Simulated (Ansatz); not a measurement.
# H2NOSi (SMILES [NH+]#[Si]O) (charge +1): what the fields show

Input file:

```
crystal:
  periodic: [false, false, false]
  atoms:
    - symbol: "N"
      position_ang: [-0.008318, 0.379672, -1.531285]
    - symbol: O
      position_ang: [0.763245, -0.274413, 1.338402]
    - symbol: Si
      position_ang: [0.556948, -0.343166, -0.242657]
    - symbol: H
      position_ang: [0.117137, 0.184586, -2.538014]
    - symbol: H
      position_ang: [0.734437, -0.980960, 2.023594]
basis:
  gaussian:
    orbitals: def2-TZVPD
total_charge: 1
hamiltonian:
  xc: pbe0
output:
  forces: true
  orbitals: {seedname: orbitals}
```

Command:

```sh
ansatz run input.yaml --threads 1 --pin off --max-ram 2610MiB --events-out events.jsonl --progress --plain --runs-dir runs
```

Geometry: BLYP-D3(BJ)/def2-SVP.

All numbers below come from isolated molecule in a Gaussian basis; Kohn-Sham density functional theory, functional PBE0 in Ansatz.

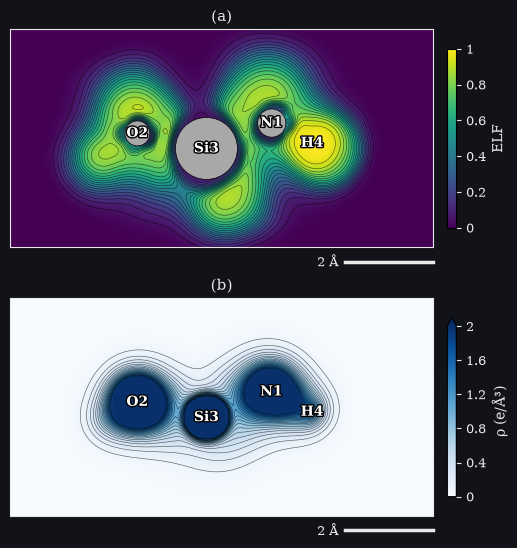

Figure 1. (a) ELF; (b) total electron density on the plane of atoms N1, Si3 and O2. Grey discs cover the atomic cores in the ELF map.

Question: What does the map show?

Answer: The section cuts through N, O, Si and H sites. Si–N (1.58 Å): the density is about 1.3 e/Å³ at the midpoint; the ELF peaks at about 0.80 in the valence shell of N, 0.6 Å from its nucleus, and is about 0.60 at the midpoint. Si–O (1.60 Å): ρ at the midpoint is about 1.3 e/Å³; the ELF peaks at about 0.80 between the atoms (a short, strongly polar bond). N–H (1.03 Å): ρ is about 2.8 e/Å³ halfway; the ELF climbs to about 1 towards the hydrogen, as it does in any bond to H (a covalent bond by its length). The ELF also peaks beside Si3, O2 and N1, away from the bonds: lone-pair regions.

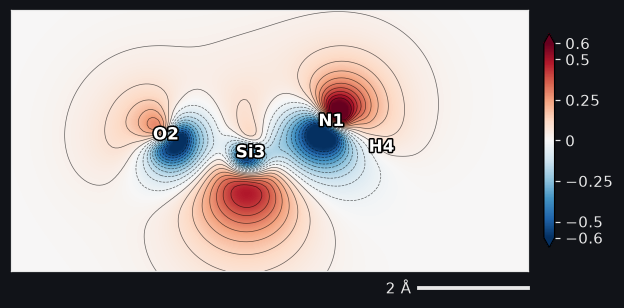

Figure 2. The LUMO on the plane of atoms Si3, N1 and H4 (values in Å⁻³ᐟ²; the overall sign is arbitrary).

Question: Describe this orbital and give its energy.

Answer: It lies mainly on Si3 (about 60 %), N1 (about 25 %) and O2 (about 10 %). Its energy is −10.36 eV.
